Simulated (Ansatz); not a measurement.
The calculation's input:

```
crystal:
  periodic: [false, false, false]
  atoms:
    - {symbol: O, position_ang: [-0.955284, 0.526339, 0.948905]}
    - {symbol: Ge, position_ang: [0.219384, 0.042038, -0.249001]}
    - {symbol: Cl, position_ang: [1.882665, -0.913843, 0.663393]}
    - {symbol: Cl, position_ang: [-0.634881, -1.313008, -1.644224]}
    - {symbol: Cl, position_ang: [0.829801, 1.810021, -1.221072]}
    - {symbol: H, position_ang: [-1.299683, -0.215548, 1.455900]}
basis:
  gaussian: {orbitals: def2-TZVPP}
hamiltonian: {xc: pbe0, dispersion: d4}
output: {orbitals: {seedname: orbitals}}
```

Command:

```sh
ansatz run in.yaml --threads 4 --pin off --events-out ev --progress --plain --max-ram 10444MiB
```

Geometry: PBE0-D4/def2-TZVP.

The calculation used RKS PBE0-D4/def2-TZVPP in Ansatz 0.2.0.

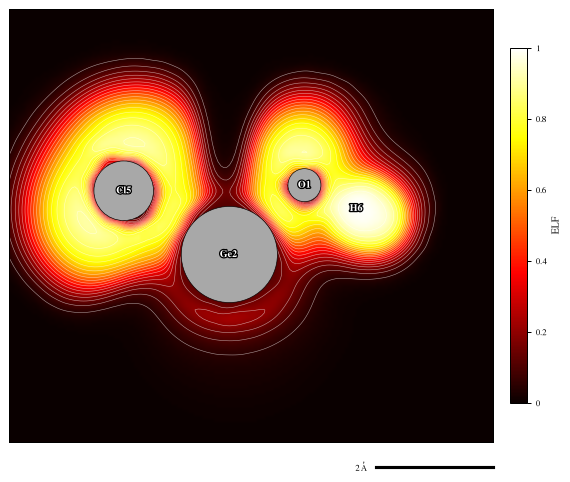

Cl₃GeHO. Electron localisation function on the plane of atoms O1, Ge2 and Cl5. Grey discs cover the atomic cores.

### Read the bonding off the picture.

Atoms in the plane: O, Ge, Cl and H.
Ge–O (1.75 Å): the ELF peaks at about 0.85 in the valence shell of O, 0.6 Å from its nucleus, and is about 0.35 at the midpoint.
Ge–Cl (2.11 Å): the ELF peaks at about 0.80 in the valence shell of Cl, 0.9 Å from its nucleus, and is about 0.70 at the midpoint.
O–H (0.96 Å): the ELF climbs to about 1 towards the hydrogen, as it does in any bond to H: an ordinary covalent bond to hydrogen.
The ELF also peaks beside Cl5 and O1, away from the bonds: lone-pair regions.
